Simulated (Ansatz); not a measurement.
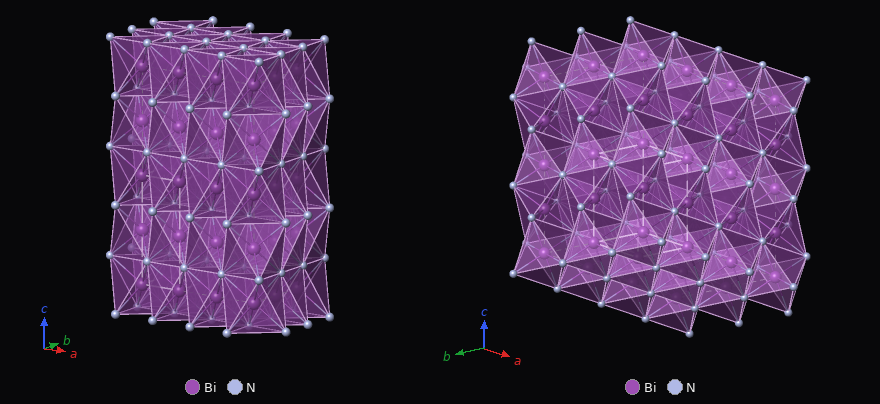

Polyhedra are drawn about Bi (bonds: Bi–N below 2.8 Å); other atoms are plain spheres. Two views of the same piece.

The compound is BiN (space group P6_3/mmc, No. 194), taken as the end point of a relaxation at fixed volume with DFT PBEsol, scalar-relativistic, plane waves, PAW (Ansatz 0.2.0); the starting structure was generated, so it need not be a known form of this composition.

### What figure surrounds each Bi atom, and what does it share with the other drawn polyhedra?

Bi: BiN6 octahedron, sharing edges with six neighbours, corners with twelve neighbours and faces with two neighbours.

### How do these polyhedra hang together as a whole?

They form a three-dimensional framework of corner-, edge- and face-sharing octahedra.
